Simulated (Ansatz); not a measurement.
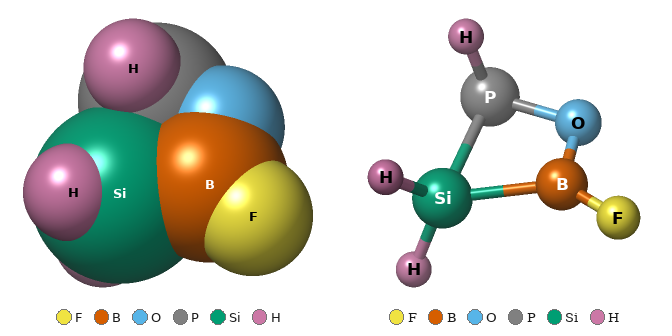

The same structure drawn twice, from different directions.

Computed geometry: PBE0-D4/def2-TZVP optimisation.

Identify the structure.

It has 8 atoms: 1 boron, 1 fluorine, 3 hydrogen, 1 oxygen, 1 phosphorus and 1 silicon (BFH₃OPSi). Its SMILES string is `FB1OP[SiH2]1`. Independent rings (smallest set): 1 of 4 members. Among its groups: Si–H bond. The point group is C1. Coordination, clear cases only: 1 B trigonal planar; 1 O bent; 1 P trigonal pyramidal.

The parts below concern this one geometry. Atoms keep their numbers from picture to picture.

Geometry

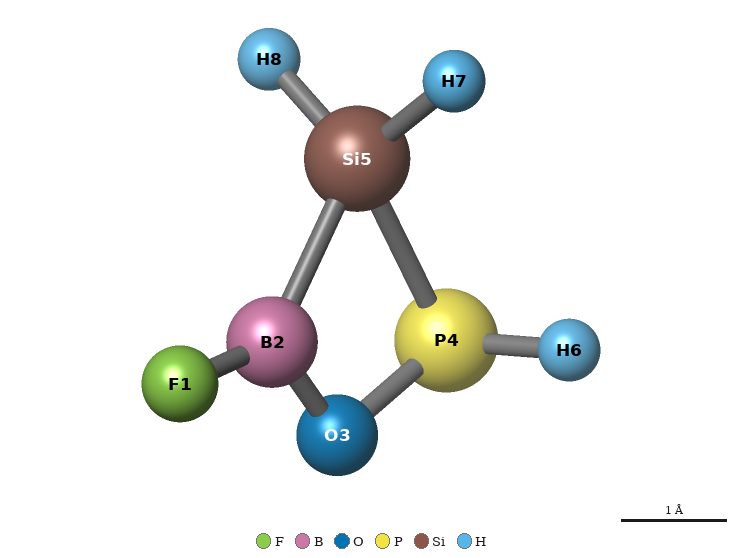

The atoms are numbered.

Give the bond lengths.

| bond | length (Å) | order |
| --- | --- | --- |
| F1–B2 | 1.316 | single |
| B2–O3 | 1.361 | single |
| B2–Si5 | 2.035 | single |
| O3–P4 | 1.722 | single |
| P4–Si5 | 2.288 | single |
| P4–H6 | 1.427 | single |
| Si5–H7 | 1.485 | single |
| Si5–H8 | 1.485 | single |

Thermal motion

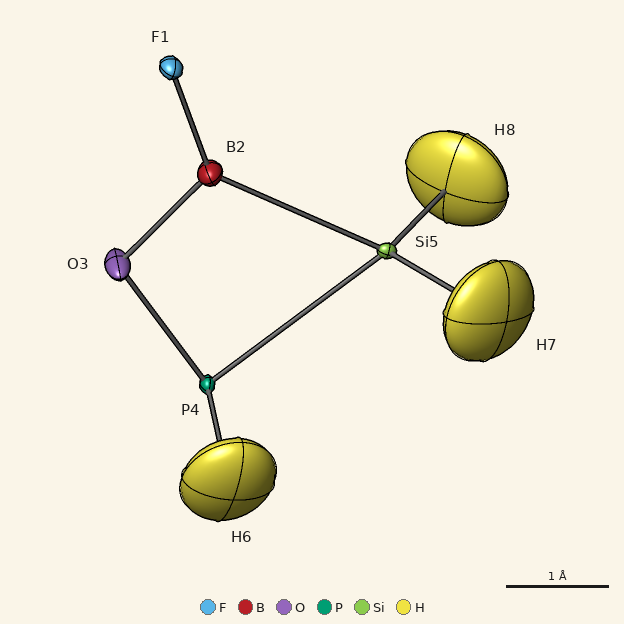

Displacement ellipsoids at the 50 % level, enlarged 2 times, from the internal vibrations of the free molecule (harmonic, no overall translation or rotation; no half-axis is drawn under 0.075 Å). Vibrations computed with RKS PBE0-D4/def2-TZVP (Ansatz 0.2.0). Temperature: 100 K.

Give the displacement parameters, one line for each set of equivalent atoms.

```tsv
atom	U_eq (Å²)	rms amplitudes (Å)
F1	0.0017	0.033, 0.038, 0.049
B2	0.0021	0.038, 0.041, 0.056
O3	0.0033	0.032, 0.040, 0.085
P4	0.00085	0.023, 0.029, 0.034
Si5	0.00069	0.018, 0.028, 0.032
H6	0.0205	0.088, 0.154, 0.174
H7	0.0230	0.088, 0.173, 0.178
H8	0.0227	0.088, 0.170, 0.177
```

Dipole moment

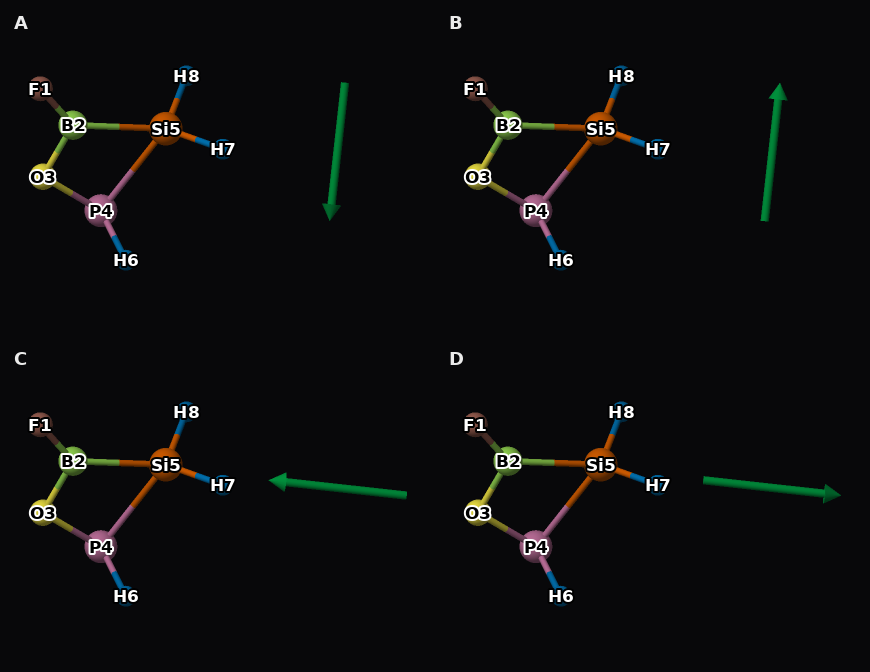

The same molecule four times, each with an arrow. Properties computed with RKS r2SCAN-D4/def2-TZVPP (Ansatz 0.2.0).

> Which arrow points along the dipole moment, from the negative to the positive end?

D. The dipole moment is 1.89 D; it points from the side of F1 to the side of H7 (the outermost atoms at the two ends).

Vibrations

Harmonic vibrations computed with RKS PBE0-D4/def2-TZVP (Ansatz 0.2.0) at a stationary point of the same level.

> List the wavenumbers.

18 modes: 115, 304, 325, 395, 430, 468, 555, 640, 658, 729, 774, 922, 929, 1196, 1419, 2227, 2241, 2355 cm⁻¹.
